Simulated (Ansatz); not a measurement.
The calculation's input:

```
crystal:
  periodic: [false, false, false]
  atoms:
    - {symbol: C, position_ang: [-1.358498, 2.498917, -2.030034]}
    - {symbol: C, position_ang: [-2.086445, 1.478404, -1.555251]}
    - {symbol: F, position_ang: [-0.064319, 2.548669, -1.842272]}
    - {symbol: F, position_ang: [-0.318969, -1.055166, 0.221451]}
    - {symbol: Ga, position_ang: [-1.148431, 0.151349, -0.622585]}
    - {symbol: H, position_ang: [-1.762140, 3.348914, -2.594796]}
    - {symbol: H, position_ang: [-3.168442, 1.400495, -1.690674]}
basis:
  gaussian:
    orbitals: def2-TZVPD
total_charge: 1
hamiltonian:
  xc: pbe0
output: {forces: true, orbitals: {seedname: orbitals}}
```

Command:

```sh
ansatz run input.yaml --threads 1 --pin off --max-ram 2610MiB --events-out events.jsonl --progress --plain --runs-dir runs
```

Geometry: PBE0-D3(BJ)/def2-SVP.

Level of theory: Ansatz 0.2.0, isolated molecule in a Gaussian basis; Kohn-Sham density functional theory, functional PBE0.

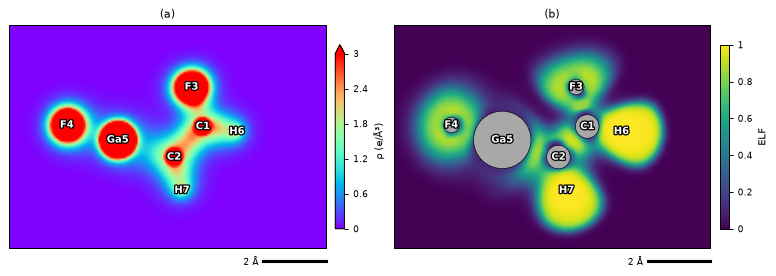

C2H2F2Ga (charge +1). (a) total electron density; (b) electron localisation function on the molecular plane. Grey discs cover the atomic cores in the ELF map.

What do the fields say about this system?

The section cuts through C, F, Ga and H sites.
C–F (1.31 Å): the density is about 2.5 e/Å³ at the midpoint; the ELF peaks at about 0.85 between the atoms (a shared but strongly polarised pair).
C–C (1.34 Å): ρ is about 2.4 e/Å³ halfway; the ELF peaks at about 0.95 between the atoms: a multiple bond.
Ga–F (1.69 Å): ρ at the midpoint is about 1.1 e/Å³; the ELF peaks at about 0.80 in the valence shell of F, 0.5 Å from its nucleus, and is about 0.20 at the midpoint.
C–Ga (1.87 Å): the density is about 0.91 e/Å³ at the midpoint; the ELF peaks at about 0.85 in the valence shell of C, 0.7 Å from its nucleus, and is about 0.55 at the midpoint.
C–H (1.09 Å): ρ at the midpoint is about 2.1 e/Å³; the ELF climbs to about 1 towards the hydrogen, as it does in any bond to H (an ordinary covalent bond to hydrogen).
The ELF also peaks beside F4 and F3, away from the bonds: lone-pair regions.
